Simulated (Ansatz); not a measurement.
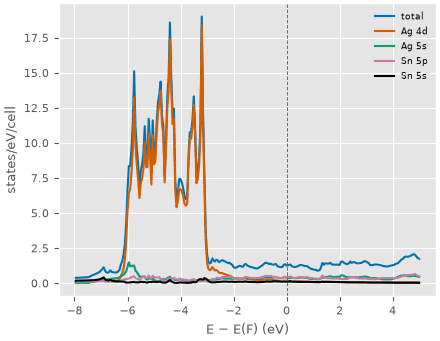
Fig. 1. Total and projected density of states of Ag₃Sn in space group P-6m2 (No. 187; Ag on 1b, Ag on 2i, Sn on 1a), PBEsol (plane waves, PAW; program Ansatz)

Q: Which orbitals carry the states next to the Fermi level?

A: Within 0.5 eV of the Fermi level: Sn 5p 33 %, Ag 5s 31 %, Ag 4d 13 %, Sn 5s 9 %, outside the projected shells 14 %. Projections are on Löwdin-orthogonalised atomic valence shells; empty p or d shells of many metals are not among them.

Q: Where is the tallest occupied peak in this window, and what makes it?

A: Near -3.2 eV, about 19 states/eV per cell; the largest projected share is Ag 4d.

The first step of the workflow began from a Materials Project structure, measured or hypothetical; the Crystallography Open Database copy checked does not list it. COD files the formula under space group No. 59. With Ag and Sn taken as one species the cell has the higher symmetry P6_3/mmc, so it may be an ordered model of a mixed-site phase. Its standing as an ambient phase is unchecked. Symmetry was held in the PBEsol relaxation; whether a distortion lowers the energy is not shown. No spin polarisation was allowed. Spin–orbit coupling is left out wherever it is not named.

Potentials: the later of the program's two PAW sets.
